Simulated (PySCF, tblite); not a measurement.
# C5H4O2SSi: geometry, infrared bands and NMR shifts

Aim: predict the infrared bands and NMR shifts of C5H4O2SSi (`C#C[SiH2]SC(=C=O)C=O`).

Computed with tblite 0.8.0 and PySCF 2.14.0, with density-fitted response routines of our own, on a single molecule in the gas phase. Atoms are numbered from 0 throughout.

## (1) The starting structure

13 atoms, charge 0, multiplicity 1; geometry from: force field or distance geometry start.

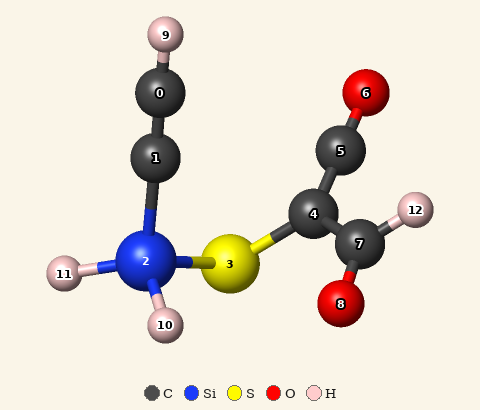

The starting geometry (carbon dark grey, silicon blue, sulfur yellow, oxygen red, hydrogen pink), atoms numbered.

## (2) Geometry optimisation with GFN2-xTB

The job: settings as JSON, then the geometry in Å.

```
{"job": {"kind": "relax", "xc": "GFN2-xTB", "basis": "xTB"}, "charge": 0, "multiplicity": 1}
C      1.954700     1.673700    -0.565900
C      1.785800     0.655600     0.031100
Si     1.545700    -0.946700     0.993400
S     -0.416400    -0.843900     1.886300
C     -1.403800    -0.111400     0.695700
C     -2.045200     0.990300     0.942200
O     -2.626100     1.993600     1.142300
C     -1.626900    -0.757000    -0.615500
O     -1.084800    -1.805300    -0.971500
H      2.087300     2.586400    -1.096000
H      1.635100    -2.127900     0.103600
H      2.535100    -1.070000     2.078800
H     -2.344900    -0.237100    -1.278000
```

Run with:

```console
$ OMP_NUM_THREADS=1 python probes_run.py task.json out
```

One launch serves the whole session: the jobs run in the order shown.

What it wrote:

```text
step      E/eV     max force
  0    -700.22070    2.841
  1    -700.12608    7.336
  2    -700.39419    1.387
  3    -700.38462    1.661
  4    -700.41463    0.754
  5    -700.41210    1.202
  6    -700.42336    0.199
  7    -700.42652    0.176
  8    -700.43868    0.408
  9    -700.44586    0.389
 10    -700.45620    0.239
 11    -700.46188    0.173
 12    -700.46546    0.188
 13    -700.46857    0.204
 14    -700.47244    0.172
 15    -700.47679    0.190
 16    -700.48136    0.202
 17    -700.48589    0.248
 18    -700.49041    0.218
 19    -700.49398    0.119
 20    -700.49584    0.087
 21    -700.49678    0.085
 22    -700.49767    0.083
 23    -700.49875    0.080
 24    -700.49978    0.079
 25    -700.50044    0.056
 26    -700.50081    0.051
 27    -700.50108    0.048
 28    -700.50136    0.050
 29    -700.50162    0.044
 30    -700.50187    0.045
 31    -700.50217    0.049
 32    -700.50255    0.072
 33    -700.50302    0.073
 34    -700.50359    0.077
 35    -700.50421    0.083
 36    -700.50492    0.068
 37    -700.50576    0.101
 38    -700.50696    0.115
 39    -700.50876    0.174
 40    -700.51134    0.220
 41    -700.51454    0.188
 42    -700.51809    0.171
 43    -700.52093    0.172
 44    -700.52226    0.397
 45    -700.52559    0.194
 46    -700.52847    0.112
 47    -700.53251    0.104
 48    -700.53470    0.124
 49    -700.53764    0.140
 50    -700.54087    0.149
 51    -700.54404    0.113
 52    -700.54593    0.098
 53    -700.54684    0.079
 54    -700.54756    0.069
 55    -700.54852    0.069
 56    -700.55003    0.119
 57    -700.55251    0.200
 58    -700.55591    0.273
 59    -700.55918    0.258
 60    -700.56126    0.164
 61    -700.56239    0.084
 62    -700.56341    0.093
 63    -700.56469    0.112
 64    -700.56594    0.136
 65    -700.56691    0.102
 66    -700.56764    0.062
 67    -700.56836    0.116
 68    -700.56912    0.117
 69    -700.56979    0.108
 70    -700.57030    0.061
 71    -700.57064    0.062
 72    -700.57100    0.076
 73    -700.57148    0.092
 74    -700.57193    0.069
 75    -700.57226    0.057
 76    -700.57250    0.064
 77    -700.57281    0.068
 78    -700.57339    0.150
 79    -700.57440    0.176
 80    -700.57561    0.184
 81    -700.57665    0.121
 82    -700.57750    0.068
 83    -700.57825    0.086
 84    -700.57905    0.096
 85    -700.57995    0.123
 86    -700.58098    0.092
 87    -700.58220    0.163
 88    -700.58330    0.203
 89    -700.58500    0.207
 90    -700.58672    0.136
 91    -700.58895    0.179
 92    -700.59018    0.171
 93    -700.59179    0.153
 94    -700.59283    0.152
 95    -700.59350    0.075
 96    -700.59394    0.078
 97    -700.59449    0.048
 98    -700.59475    0.072
 99    -700.59500    0.079
100    -700.59519    0.064
101    -700.59553    0.050
102    -700.59609    0.063
103    -700.59669    0.152
104    -700.59751    0.131
105    -700.59856    0.204
106    -700.59952    0.111
107    -700.60042    0.192
108    -700.60109    0.176
109    -700.60216    0.100
110    -700.60269    0.138
111    -700.60299    0.096
112    -700.60343    0.099
113    -700.60374    0.112
114    -700.60407    0.030
115    -700.60422    0.041
116    -700.60438    0.056
117    -700.60460    0.062
118    -700.60496    0.100
119    -700.60531    0.055
120    -700.60553    0.100
121    -700.60562    0.034
122    -700.60566    0.041
123    -700.60570    0.026
124    -700.60577    0.023
125    -700.60590    0.034
126    -700.60601    0.034
127    -700.60611    0.024
128    -700.60616    0.014
129    -700.60619    0.012
130    -700.60620    0.012
131    -700.60621    0.012
132    -700.60622    0.013
133    -700.60623    0.013
134    -700.60623    0.009
```

It took 1.9 s on 1 thread of Arm Neoverse N1, shared host.

Step by step: (not every step is listed) (the energy doesn't fall at every step)

```
step  energy from step 0 (eV)  largest force (eV/Å)
   0                   0.0000                2.8413
   1                   0.0946                7.3355
   2                  -0.1735                1.3874
   3                  -0.1639                1.6607
   4                  -0.1939                0.7544
   5                  -0.1914                1.2020
   6                  -0.2027                0.1986
   7                  -0.2058                0.1757
   8                  -0.2180                0.4080
  20                  -0.2751                0.0871
  32                  -0.2819                0.0723
  44                  -0.3016                0.3968
  56                  -0.3293                0.1193
  68                  -0.3484                0.1173
  80                  -0.3549                0.1840
  92                  -0.3695                0.1709
 104                  -0.3768                0.1308
 116                  -0.3837                0.0557
 128                  -0.3855                0.0145
 129                  -0.3855                0.0124
 130                  -0.3855                0.0118
 131                  -0.3855                0.0124
 132                  -0.3855                0.0134
 133                  -0.3855                0.0130
 134                  -0.3855                0.0086
```

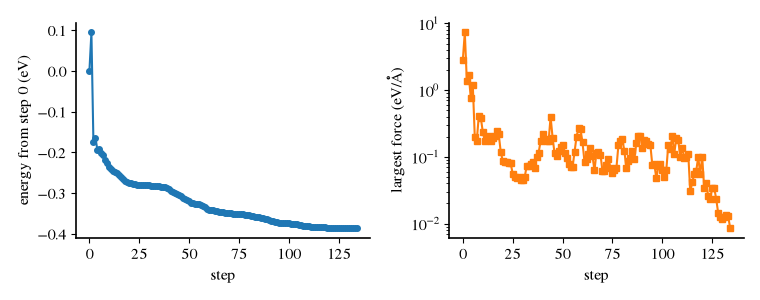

Energy and largest force along the relaxation.

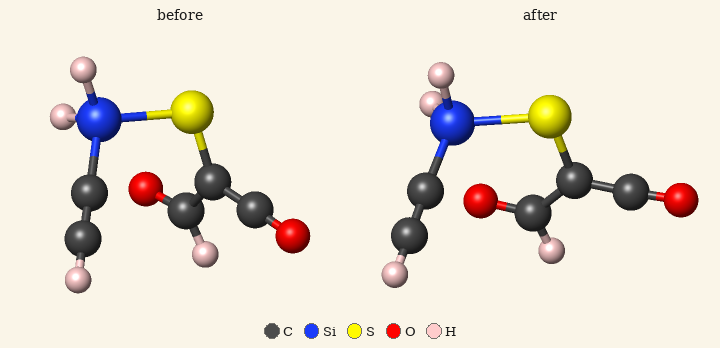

The geometry before (left) and after (right).

Close pairs (by a distance rule), those that changed most:

```
   bond  before (Å)  after (Å)  change (Å)
  S3–C4       1.711      1.794      +0.082
 Si2–S3       2.158      2.211      +0.053
  C4–C7       1.478      1.429      -0.049
 C1–Si2       1.884      1.847      -0.038
Si2–H10       1.482      1.452      -0.030
  C5–O6       1.176      1.153      -0.023
  C7–O8       1.233      1.214      -0.019
  C4–C5       1.298      1.313      +0.014
```

The next job starts from the end point, and lists it.

## (3) Vibrational analysis with GFN2-xTB

The job: settings as JSON, then the geometry in Å.

```
{"job": {"kind": "ir", "xc": "GFN2-xTB", "basis": "xTB"}, "charge": 0, "multiplicity": 1}
C      2.304663     1.345849    -0.964565
C      1.961261     0.424260    -0.273628
Si     1.388749    -0.961642     0.804063
S     -0.319951    -0.296505     2.039511
C     -1.563374     0.058650     0.796760
C     -2.620305     0.680110     1.265497
O     -3.523027     1.223064     1.735366
C     -1.332191    -0.336747    -0.556848
O     -0.313395    -0.877544    -0.936123
H      2.618057     2.147521    -1.569898
H      1.218112    -2.321789     0.325544
H      2.328245    -0.967409     1.937288
H     -2.151233    -0.117331    -1.256470
```

What it wrote:

```text
mode    cm-1     km/mol
  1      22.4      0.96
  2      81.6      2.44
  3      95.1      0.22
  4     109.8      0.86
  5     153.8     47.42
  6     173.8     13.33
  7     216.0      1.93
  8     251.6     10.14
  9     306.1     19.54
 10     348.0      6.86
 11     409.7     64.92
 12     447.2     14.44
 13     493.4     37.16
 14     524.8      8.77
 15     564.8      7.21
 16     587.1     62.56
 17     636.8     11.85
 18     671.3     19.43
 19     680.5     36.90
 20     687.2     45.19
 21     750.8    364.30
 22     866.3    127.32
 23     876.5     61.96
 24    1078.5     51.66
 25    1307.7      0.77
 26    1400.4     35.42
 27    1663.7    622.75
 28    2183.1    273.31
 29    2210.4     49.92
 30    2245.2   1681.97
 31    2339.8    202.59
 32    2843.7     70.43
 33    3356.0      0.35
```

Run time: 0.9 s. Hardware: 1 thread of Arm Neoverse N1, shared host.

Which atoms move in the most intense modes:

```
cm⁻¹  km/mol                                  atoms
 410    64.9                      S3 43 %, Si2 43 %
 751   364.3           H11 59 %, Si2 18 %, H10 11 %
 866   127.3  H10 41 %, H11 25 %, H12 19 %, C7 11 %
1664   622.8                       C7 60 %, O8 38 %
2183   273.3                               H11 94 %
2245  1682.0                       C5 69 %, O6 23 %
2340   202.6                               H10 95 %
2844    70.4                               H12 94 %
```

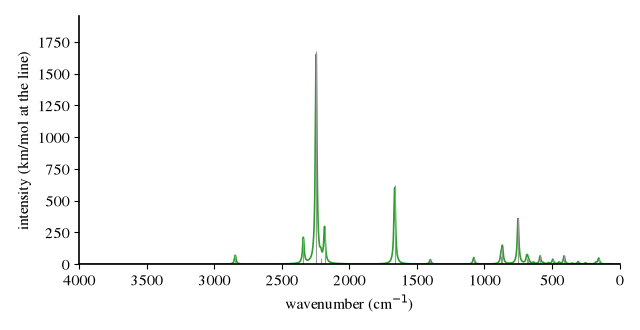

The infrared spectrum from these modes, unscaled. Lines are broadened to a width of 14 cm⁻¹ (Lorentzian).

## (4) NMR shieldings: PBE0/pcSseg-1

The job, as its differences from that of step 3:

```diff
@@ -1,2 +1,2 @@
-{"job": {"kind": "ir", "xc": "GFN2-xTB", "basis": "xTB"}, "charge": 0, "multiplicity": 1}
+{"job": {"kind": "nmr", "xc": "PBE0", "basis": "pcSseg-1"}, "charge": 0, "multiplicity": 1}
 C      2.304663     1.345849    -0.964565
```

Level: GIAO PBE0/pcSseg-1 NMR shielding, non-relativistic, gas phase.

What it wrote:

```text
coarse grid: 13336 points
cycle   1  E = -1029.9813415421  dE =  1.627e+00  |g| = 9.997e-01  |ddm| = 3.846e+00
cycle   2  E = -1028.9733399868  dE =  1.008e+00  |g| = 2.424e+00  |ddm| = 3.781e+00
cycle   3  E = -1030.1683904745  dE = -1.195e+00  |g| = 2.976e-01  |ddm| = 3.148e+00
cycle   4  E = -1030.1811967463  dE = -1.281e-02  |g| = 2.106e-01  |ddm| = 5.134e-01
cycle   5  E = -1030.1890724894  dE = -7.876e-03  |g| = 8.021e-02  |ddm| = 2.124e-01
cycle   6  E = -1030.1904243245  dE = -1.352e-03  |g| = 1.550e-02  |ddm| = 7.404e-02
cycle   7  E = -1030.1904735722  dE = -4.925e-05  |g| = 7.172e-03  |ddm| = 1.937e-02
cycle   8  E = -1030.1904837929  dE = -1.022e-05  |g| = 2.980e-03  |ddm| = 7.409e-03
cycle   9  E = -1030.1904859996  dE = -2.207e-06  |g| = 9.749e-04  |ddm| = 3.656e-03
final grid: 123616 points
cycle  10  E = -1030.2688949424  dE = -2.799e-08  |g| = 1.470e-02  |ddm| = 3.180e-02
cycle  11  E = -1030.2687576471  dE =  1.373e-04  |g| = 3.093e-02  |ddm| = 3.417e-02
cycle  12  E = -1030.2689331865  dE = -1.755e-04  |g| = 2.567e-03  |ddm| = 2.516e-02
cycle  13  E = -1030.2689348419  dE = -1.655e-06  |g| = 3.659e-04  |ddm| = 3.177e-03
cycle  14  E = -1030.2689348586  dE = -1.677e-08  |g| = 2.442e-04  |ddm| = 4.688e-04
cycle  15  E = -1030.2689348712  dE = -1.252e-08  |g| = 4.816e-05  |ddm| = 2.436e-04
cycle  16  E = -1030.2689348717  dE = -5.025e-10  |g| = 1.301e-05  |ddm| = 5.912e-05
converged SCF energy = -1030.2689348717

GIAO shielding tensors (ppm)
atom      isotropic    diamagn.    paramagn.     s11        s22        s33       span
  0 C       81.732     260.820    -179.087      0.819     13.178    231.201    230.382
  1 C       97.643     259.751    -162.108     -3.467      6.016    290.382    293.849
  2 Si     410.046     875.805    -465.759    359.667    410.302    460.169    100.502
  3 S      635.278    1056.146    -420.868    503.976    541.166    860.691    356.715
  4 C      136.645     265.780    -129.134    102.902    145.801    161.233     58.331
  5 C      -13.393     261.706    -275.100    -97.212    -55.563    112.595    209.806
  6 O      -76.679     400.800    -477.479   -217.750    -94.233     81.945    299.696
  7 C        1.754     243.001    -241.247    -88.941    -16.219    110.423    199.363
  8 O     -243.307     401.973    -645.280   -754.490   -342.640    367.211   1121.702
  9 H       29.507      33.188      -3.681     24.731     25.073     38.718     13.987
 10 H       25.708      26.703      -0.995     22.824     23.113     31.188      8.364
 11 H       26.769      25.787       0.982     23.064     24.825     32.418      9.355
 12 H       22.096      28.313      -6.218     19.427     20.685     26.175      6.749
```

Run time: 61 s. Hardware: 1 thread of Arm Neoverse N1, shared host; peak memory 0.83 GiB.

The references, computed at this level on geometries of the same kind, shield at (ppm): 1H TMS 31.72, 13C TMS 186.9, 29Si TMS 349.2, 17O H2O 336.1, 33S CS2 504. Their shielding less the atom's gives the shift. The references are single molecules in the gas phase, so shifts against H2O, NH3, PH3, H3PO4 or CFCl3 are not on the usual liquid scales and can be off by tens of ppm. Atoms listed in one row are averaged.

```
   atoms                              environment  σ (ppm)  δ (ppm)  δ scaled to CDCl3
      C5               central carbon of a ketene    -13.4    200.3              193.6
      C7                 aldehyde carbonyl carbon      1.8    185.2              178.8
      C0                   terminal alkyne carbon     81.7    105.2              100.8
      C1                            alkyne carbon     97.6     89.3               85.2
      C4              terminal carbon of a ketene    136.6     50.3               42.7
     H12  hydrogen on an aldehyde carbonyl carbon    22.10     9.62               9.18
H10, H11     hydrogen on a silicon bonded to C, S    26.24     5.48                  –
      H9     hydrogen on a terminal alkyne carbon    29.51     2.21               2.19
     Si2              silicon bonded to C, S, 2 H    410.0    -60.9                  –
      S3                   sulfur bonded to C, Si      635     -132                  –
      O8                          aldehyde oxygen   -243.3    579.4                  –
      O6                          carbonyl oxygen    -76.7    412.8                  –
```

The scaled column applies a straight-line fit of computed shieldings to shifts measured in CDCl3, with any fitted terms for Cl, Br or S neighbours (root-mean-square error 0.16 ppm for H, 1.9 ppm for C).

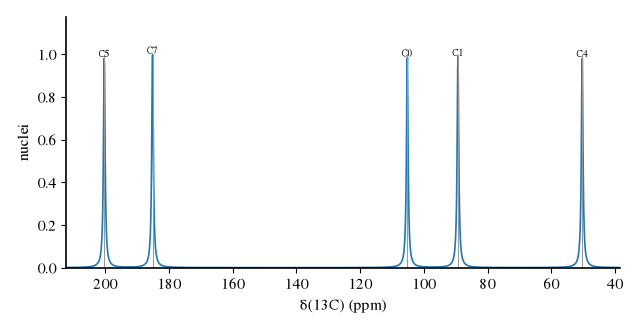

13C lines at the computed shifts, without couplings. Lines are broadened to a width of 0.60 ppm (Lorentzian).

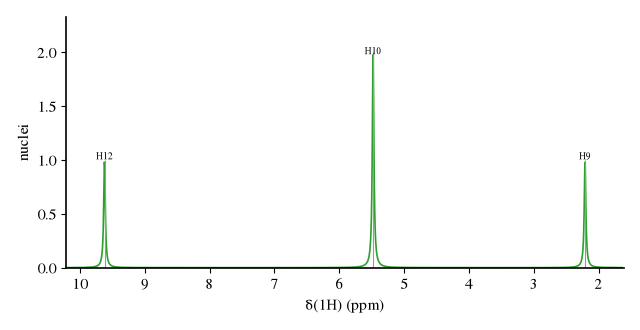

1H lines at the computed shifts, without couplings. Lines are broadened to a width of 0.03 ppm (Lorentzian).

Charges from the same density, by scheme (e):

```
atoms  Mulliken    IAO  Hirshfeld  ESP fit
   C0     -0.20  -0.18      -0.08    -0.32
   C1     -0.16  -0.32      -0.16    -0.12
  Si2      0.73   0.75       0.32     0.40
   S3     -0.15  -0.12      -0.08    -0.17
   C4     -0.61  -0.33      -0.09    -0.53
   C5      0.52   0.49       0.24     0.69
   O6     -0.21  -0.22      -0.10    -0.28
   C7      0.45   0.24       0.11     0.47
   O8     -0.42  -0.39      -0.17    -0.39
```

Mulliken charges:

C0 -0.20; C1 -0.16; Si2 0.73; S3 -0.15; C4 -0.61; C5 0.52; O6 -0.21; C7 0.45; O8 -0.42; H9 0.06; H10 -0.04; H11 -0.09; H12 0.10

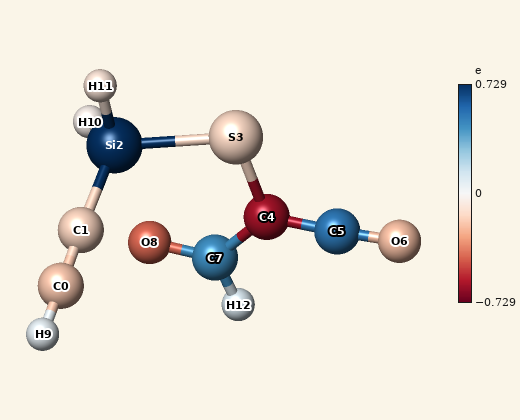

Mulliken charges, as colours on the atoms.

Mayer bond orders: C0–C1 2.56, C1–Si2 0.92, Si2–S3 0.82, S3–C4 1.03, C4–C5 1.53, C5–O6 2.21, C4–C7 1.07, C7–O8 1.77.

## (5) Results

| quantity | value |
| --- | --- |
| strongest single infrared mode (GFN2-xTB) | 2245 cm⁻¹, 1682 km/mol |
| zero-point energy (GFN2-xTB) | 43.7 kcal/mol |
| 13C shifts against TMS (PBE0/pcSseg-1) | 200.3, 185.2, 105.2, 89.3, 50.3 ppm |
| 1H shifts against TMS (PBE0/pcSseg-1, means over atoms taken as alike) | 9.62, 5.48, 2.21 ppm |
| 29Si shifts against TMS (PBE0/pcSseg-1) | -60.9 ppm |
| 33S shifts against CS2 (PBE0/pcSseg-1) | -132 ppm |
| 17O shifts against H2O (PBE0/pcSseg-1) | 579.4, 412.8 ppm |

**Reading.** Over 134 steps the energy fell by 0.386 eV; of the close pairs, S3–C4 changed most, 1.711 to 1.794 Å. All 33 modes are real, so the xTB geometry is a minimum. The strongest single mode, at 2245 cm⁻¹, moves mainly C5. GFN2-xTB is a fitted tight-binding method: band positions and strengths are rough. Its intensities can rank the bands wrongly. H12 (hydrogen on an aldehyde carbonyl carbon) lies farthest downfield among hydrogen, at 9.62 ppm; deshielded by the polar, anisotropic C=O bond. At PBE0/pcSseg-1: Shielding is most anisotropic at O8 (span 1122 ppm, paramagnetic term -645 ppm).
